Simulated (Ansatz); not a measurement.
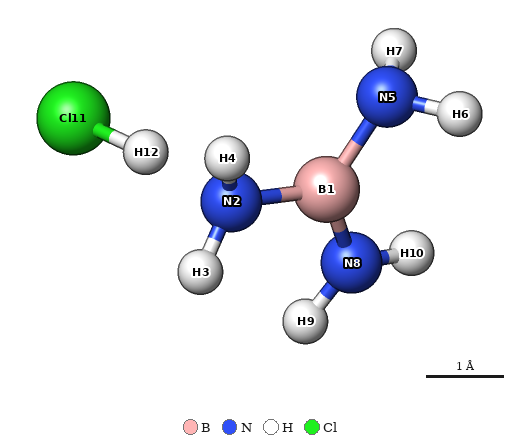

The input geometry (ball-and-stick view, seen at a tilt; atoms are numbered from 1 in the order of the input). Bond lengths as drawn: B–N 1.41 to 1.47 Å, Cl–H 1.38 Å and H–N 1.01 to 1.02 Å.

**Run report: BN3H7Cl, frequency calculation**

System: BN3H7Cl.
Method: RKS r2SCAN/6-31G* (Ansatz 0.2.0).

It belongs to a series of runs on one base structure; here: vibrations at the highest image of the band. Figures and captions count atoms from 1; the log counts them from 0 in places.

What the program printed:
```
Engine: ansatz 0.2.0, aarch64-unknown-linux-gnu
Functional definition: r2SCAN
  parameter k0 = 0.174
  parameter k1 = 0.065
  parameter a1 = 4.9479
  exchange = r2scan_x(k0 = k0, k1 = k1, a1 = a1)
  correlation = r2scan_c
1228 factors; their error is unknown
mean field evaluation 1: about -17768.6195 eV, gradient 8.2e1 eV
mean field evaluation 2: about -17754.6622 eV, gradient 1.1e2 eV
mean field evaluation 4: about -17781.4653 eV, gradient 4.2e0 eV
mean field evaluation 8: about -17781.5136 eV, gradient 8.6e-2 eV
mean field evaluation 16: about -17781.4582 eV, gradient 3.4e-5 eV
mean field -17781.45824926 eV, -653.4565379551 hartree, gradient 3.3e-5 eV, S^2 0.000000; 0 other end points of the search recorded, 0 dependent functions left out
the calculation of the forces begins
reference -17781.45825692 eV, -653.4565382365 hartree; 25, 25 occupied and 68, 68 virtual orbitals, 1228 factors
these checks for a lower state are left out or cut short: stability, starts, cluster_reference, orbital_swaps, neighbouring_geometries, increment
1228 factors; their error is unknown
mean field -17781.45806992 eV, -653.4565313646 hartree, gradient 1.4e-6 eV, S^2 0.000000; 0 other end points of the search recorded, 0 dependent functions left out
[... from here on the field's lines of each further geometry are left out, up to the last ...]
the calculation of the forces begins
reference -17781.45824800 eV, -653.4565379086 hartree; 25, 25 occupied and 68, 68 virtual orbitals, 1228 factors
these checks for a lower state are left out or cut short: stability, starts, cluster_reference, orbital_swaps, neighbouring_geometries, increment
1228 factors; their error is unknown
mean field evaluation 448: about -17781.4582 eV, gradient 1.2e-6 eV
mean field -17781.45824144 eV, -653.4565376676 hartree, gradient 1.2e-6 eV, S^2 0.000000; 0 other end points of the search recorded, 0 dependent functions left out
the calculation of the forces begins
reference -17781.45824910 eV, -653.4565379491 hartree; 25, 25 occupied and 68, 68 virtual orbitals, 1228 factors
WARN: phonons: modes at or below zero, which the zero-point energy, F, S and C_V leave out: 1, the lowest at -381.40 cm⁻¹. A minimum has none, and a first-order saddle one
Total energy: -17781.45825692 eV, -653.4565382365 hartree
Atom 0 at     0.020050    -0.148485     0.070404 Å, force    -0.000297     0.002698    -0.000646 eV/Å
Atom 1 at     0.020683     0.139728     1.504095 Å, force    -0.000516     0.000108     0.000168 eV/Å
Atom 2 at    -0.741568    -0.181802     2.093069 Å, force    -0.000148    -0.000052     0.000232 eV/Å
Atom 3 at     0.920829     0.018348     1.956934 Å, force     0.000121    -0.000253    -0.000047 eV/Å
Atom 4 at     1.335229    -0.150797    -0.595117 Å, force    -0.000936    -0.001915    -0.000534 eV/Å
Atom 5 at     1.528611    -1.035343    -1.060050 Å, force     0.000890     0.000488    -0.000382 eV/Å
Atom 6 at     1.398454     0.566847    -1.314777 Å, force     0.000154     0.000355     0.000625 eV/Å
Atom 7 at    -1.213784    -0.341705    -0.584542 Å, force     0.000212    -0.000481     0.001313 eV/Å
Atom 8 at    -2.115509    -0.230882    -0.139313 Å, force    -0.000365    -0.000779    -0.000687 eV/Å
Atom 9 at    -1.273941    -0.428209    -1.588396 Å, force     0.000202    -0.000353    -0.000099 eV/Å
Atom 10 at    -0.602982     3.081863     1.579637 Å, force     0.000613    -0.000187     0.000280 eV/Å
Atom 11 at    -0.254172     1.746936     1.554160 Å, force     0.000071     0.000372    -0.000222 eV/Å
Dipole moment:    -0.149006    -1.061171    -0.391139 e Å
Vibrations: -381.40 44.43 52.92 217.11 370.21 386.86 438.60 464.73 480.89 573.97 652.62 679.87 810.11 866.94 931.50 950.79 1009.34 1035.65 1291.21 1397.29 1630.68 1640.50 1669.67 1839.78 3491.68 3535.78 3575.97 3584.29 3641.17 3690.78 cm⁻¹, zero-point energy 2.538906 eV
```

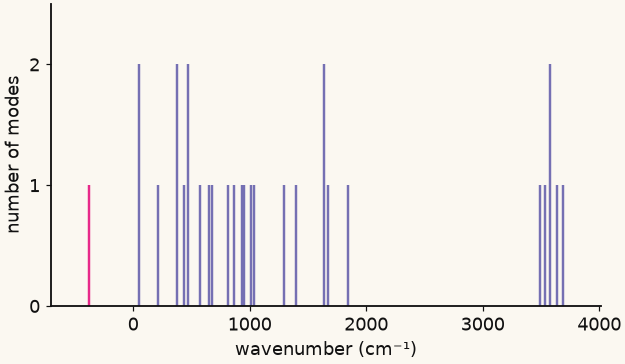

Harmonic vibrational wavenumbers from the force constants; neighbouring modes closer than 19 cm⁻¹ are counted in one stick, and imaginary ones are drawn at negative wavenumbers. 30 modes from 381i to 3691 cm⁻¹, 1 imaginary beyond 8i (381i cm⁻¹): a first-order saddle point, if the geometry is stationary.

The run was set up as follows.

Input:
```yaml
crystal:
  periodic: [false, false, false]
  atoms:
    - { symbol: B, position_ang: [0.02005, -0.148485, 0.070404] }
    - { symbol: "N", position_ang: [0.020683, 0.139728, 1.504095] }
    - { symbol: H, position_ang: [-0.741568, -0.181802, 2.093069] }
    - { symbol: H, position_ang: [0.920829, 0.018348, 1.956934] }
    - { symbol: "N", position_ang: [1.335229, -0.150797, -0.595117] }
    - { symbol: H, position_ang: [1.528611, -1.035343, -1.06005] }
    - { symbol: H, position_ang: [1.398454, 0.566847, -1.314777] }
    - { symbol: "N", position_ang: [-1.213784, -0.341705, -0.584542] }
    - { symbol: H, position_ang: [-2.115509, -0.230882, -0.139313] }
    - { symbol: H, position_ang: [-1.273941, -0.428209, -1.588396] }
    - { symbol: Cl, position_ang: [-0.602982, 3.081863, 1.579637] }
    - { symbol: H, position_ang: [-0.254172, 1.746936, 1.55416] }
basis:
  gaussian: { orbitals: "6-31G*" }
hamiltonian:
  xc: r2scan
phonons: {}
```

Launched with:
```bash
ansatz run input.yaml --threads 2 --pin off --max-ram 3072MiB --backend cpu --events-out ev --progress --plain --runs-dir out
```

Key numbers:

| quantity | value |
| --- | --- |
| outcome | converged |
| total energy | −17781.4583 eV |
| mean-field energy | −17781.4583 eV |
| largest force (length of the vector) | 0.003 eV/Å |
| hardware | 2 threads of Arm Neoverse V1, 24 GiB of memory available, shared host |
| wall time | 2.3 min (CPU time 4.4 min) |
| peak memory | 0.15 GiB |
